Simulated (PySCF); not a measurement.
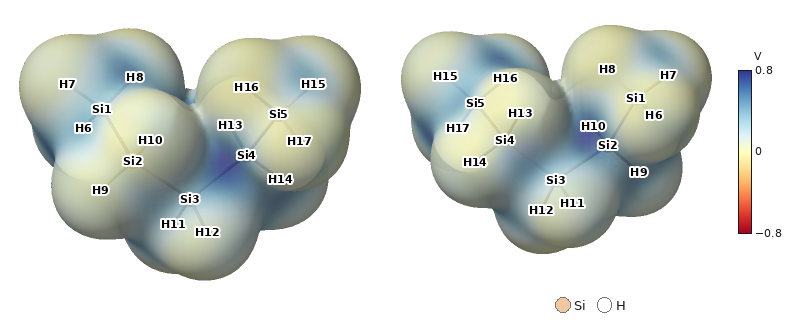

Figure 1: H$_{12}$Si$_{5}$, SMILES `[SiH3][SiH2][SiH2][SiH2][SiH3]`. Electrostatic potential on the surface of electron density 0.001 a.u. (back view left, front view right).

Computed with PySCF, PBE0/def2-TZVP, geometry: GFN2-xTB. No frequency check shows the geometry to be a minimum.

Geometry (Å), atoms numbered from 1:

```
Si1     -2.7548   -1.0979    0.5364
Si2     -1.7117    0.3538   -0.9285
Si3     -0.0037    1.6250    0.0051
Si4      1.7033    0.3456    0.9290
Si5      2.7666   -1.0847   -0.5425
H6      -3.3885   -0.3807    1.6461
H7      -3.7982   -1.9345   -0.0596
H8      -1.7816   -2.0155    1.1375
H9      -2.7141    1.2034   -1.5914
H10     -1.1419   -0.4155   -2.0494
H11     -0.5807    2.5363    1.0076
H12      0.5708    2.5519   -0.9841
H13      1.1232   -0.4420    2.0320
H14      2.6966    1.1883    1.6140
H15      3.7843   -1.9466    0.0618
H16      1.7987   -1.9783   -1.1869
H17      3.4372   -0.3523   -1.6199
```

**Where are the extremes of the potential on the surface?**

Highest: 0.78 V, about equally far (2.3 Å) from Si3, H10 and H12. Further maxima include 0.66 V, off the Si4–H14 bond (2.1 to 2.2 Å from its atoms); 0.64 V, off the Si1–H6 bond (2.0 to 2.2 Å from its atoms). Lowest: −0.03 V, 1.6 Å from H16, and at like points elsewhere. Further minima include −0.02 V, 1.5 Å from H6; −0.02 V, 1.5 Å from H8. The surface is sampled at points, so like sites can differ by a few per cent and only the strongest of them is named.

**What volume does the surface enclose, and what is the dipole moment?**

About 234 Å³; the dipole moment is 0.2 D.
